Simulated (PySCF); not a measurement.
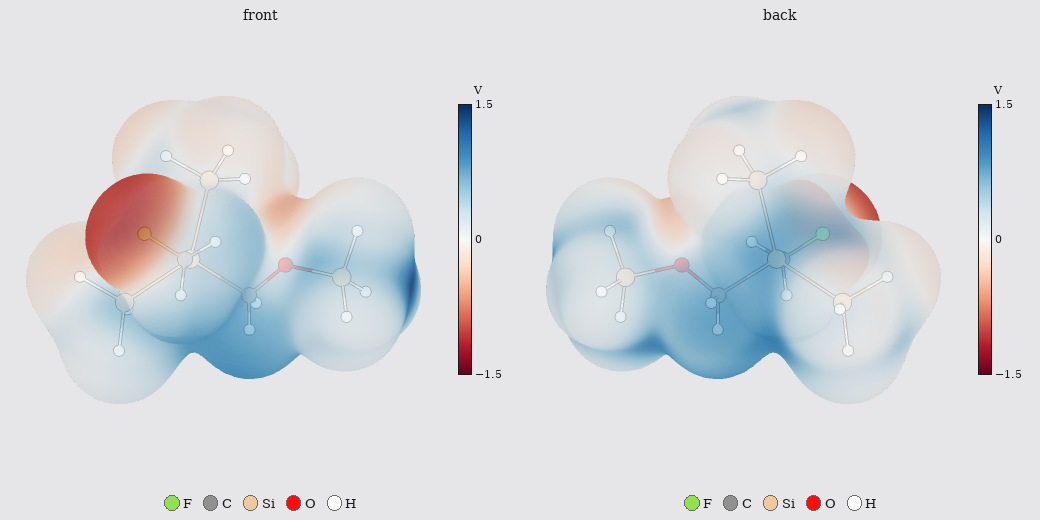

The picture shows: C2H13FOSi4. The molecular electrostatic potential painted on the density surface at 0.001 e/bohr³, seen from the front and from behind; red is negative and blue positive.

Geometry: GFN2-xTB.

Computed with PySCF, PBE0/pcSseg-1, SCF density, gas phase, non-relativistic.

```yaml
atoms:
  - { symbol: F, position_ang: [-1.6846, -2.5536, 0.7492] }
  - { symbol: C, position_ang: [-0.5825, -1.9654, 0.1498] }
  - { symbol: Si, position_ang: [-0.8955, -0.0590, -0.0494] }
  - { symbol: Si, position_ang: [-0.8792, 0.8553, 2.1038] }
  - { symbol: Si, position_ang: [-2.6616, 0.1603, -1.5662] }
  - { symbol: C, position_ang: [0.7523, 0.5150, -0.8621] }
  - { symbol: O, position_ang: [1.7192, 0.3547, 0.1572] }
  - { symbol: Si, position_ang: [3.3327, 0.4760, 0.0495] }
  - { symbol: H, position_ang: [-0.4410, -2.4891, -0.8006] }
  - { symbol: H, position_ang: [0.2722, -2.1874, 0.7941] }
  - { symbol: H, position_ang: [-0.1936, 2.1515, 2.1451] }
  - { symbol: H, position_ang: [-2.2580, 1.0964, 2.5504] }
  - { symbol: H, position_ang: [-0.2488, -0.0019, 3.1127] }
  - { symbol: H, position_ang: [-3.9035, -0.3562, -0.9914] }
  - { symbol: H, position_ang: [-2.4682, -0.5421, -2.8428] }
  - { symbol: H, position_ang: [-2.9065, 1.5657, -1.9125] }
  - { symbol: H, position_ang: [1.0401, -0.0680, -1.7422] }
  - { symbol: H, position_ang: [0.7238, 1.5647, -1.1705] }
  - { symbol: H, position_ang: [3.8598, -0.5059, -0.9048] }
  - { symbol: H, position_ang: [3.7404, 1.8099, -0.4035] }
  - { symbol: H, position_ang: [3.6735, 0.1960, 1.4339] }
```

Question: Where is the surface potential most negative and most positive?

Answer: The most negative region (about −1.0 V) lies over F1, the most positive (about +1.2 V) over Si8.
